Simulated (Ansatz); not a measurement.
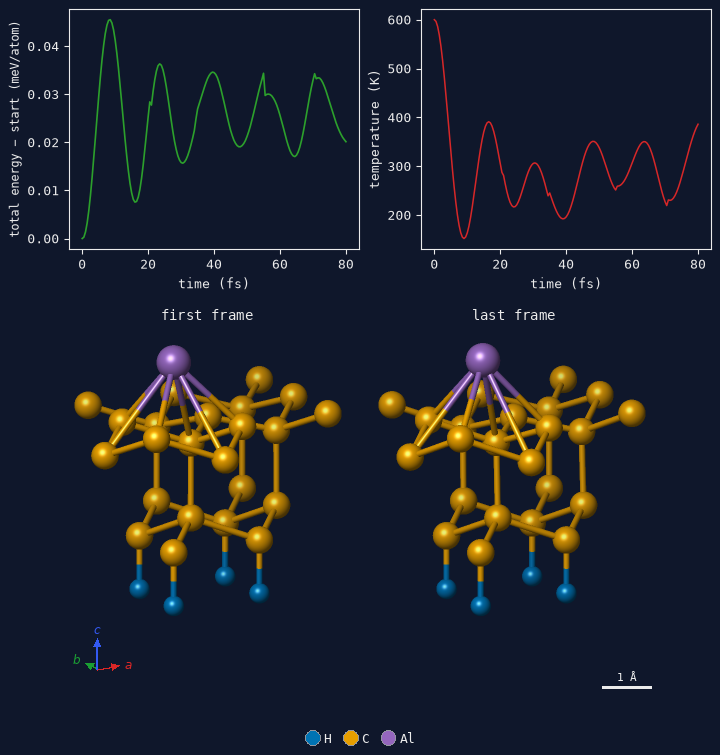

First-principles dynamics of Al on C(111), underside capped with H (21 atoms in the cell), 80 fs long. The picture is a ball-and-stick view of the simulation cell, with the vacuum cut short, seen slightly off an axis. Bonds to atoms that aren't drawn are left out.

Method: DFT LDA, scalar-relativistic, plane waves, PAW in Ansatz 0.2.0. Run with plane-wave cutoff 420 eV; k-point mesh 2 × 2 × 1; Fermi-Dirac smearing 0.02 eV; spin collinear; 12 atoms held fixed; constant energy (NVE); velocities drawn for 600 K; time step 0.5 fs.

### How well is the energy conserved, and can the run be trusted?

The total energy stays between 0 and 0.046 meV per atom of its start. A straight-line fit has a slope that amounts to +0.0034 meV per atom over 80 fs (under 0.1 % of the mean kinetic energy), and the ripple about it is 0.2 % of the kinetic energy's fluctuation. With a drift under 2 % and a ripple under 7 %, the integration is accurate. Over the second half the temperature averages 294 K (spread ±47 K). The first frame carries almost no forces, so kinetic energy first flows into potential energy: the temperature drops from 600 to 152 K within 9 fs, and without a thermostat its mean stays below the start. The potential energy in the second half lies on average 17.0 meV per atom above the first frame.

Limits of the set-up: the periodic images lie only 5.0 Å apart, so the values are limited by the cell's size.

Cost: 27 min on 1 thread of Arm Neoverse V1, with other jobs on the host, peak memory 0.69 GiB.

PAW datasets: the set soft_1.
